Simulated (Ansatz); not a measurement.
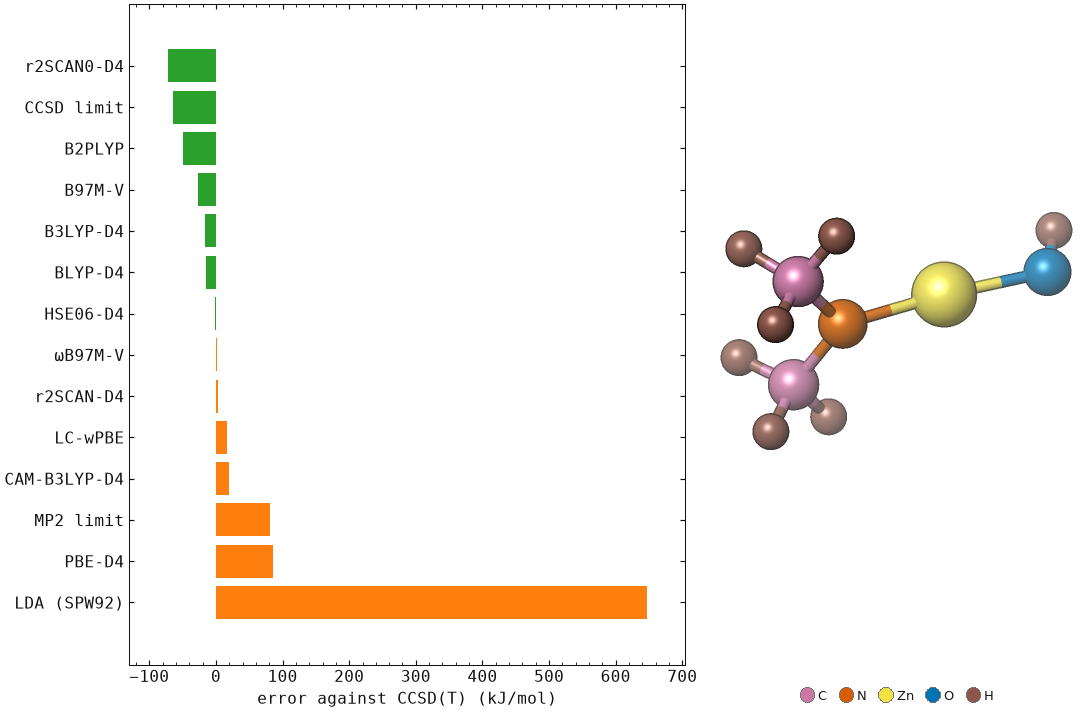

Error in the electronic atomisation energy (method less reference, so positive means overbinding) of C₂H₇NOZn, SMILES C[N](C)[Zn][OH], singlet: functionals in def2-TZVPP against frozen-core CCSD(T) at the limit (MP2 extrapolated from triple and quadruple zeta, plus CCSD(T) less MP2 in a smaller set), which gives 4150.9 kJ/mol, at a PBE0-D4/def2-TZVP geometry (a minimum by its frequencies), no zero-point or spin-orbit term, the Ansatz code 0.2.0. The reference leaves out core correlation, a term that grows with the number of heavy atoms. Choice of cores on heavy atoms: Zn/Cu 3s3p. B2PLYP holds a correlation term that converges slowly with the basis, so part of the distance to the limit is basis error. No dispersion term is added to B2PLYP and LC-wPBE. Limit means the basis limit.

### Which of these levels overbind, and which underbind?

Overbind: MP2 limit, PBE-D4 and LDA (SPW92). Underbind: r2SCAN0-D4, CCSD limit, B2PLYP and B97M-V. Within 25 kJ/mol of zero, too close to call in view of what the reference leaves out: B3LYP-D4, BLYP-D4, HSE06-D4, ωB97M-V, r2SCAN-D4, LC-wPBE and CAM-B3LYP-D4.

### What range do the values span?

From −72.3 kJ/mol (r2SCAN0-D4) to 646.3 kJ/mol (LDA (SPW92)).

Caveats, for all or some of the runs: no scalar relativity up to krypton; one conformer of a flexible molecule.
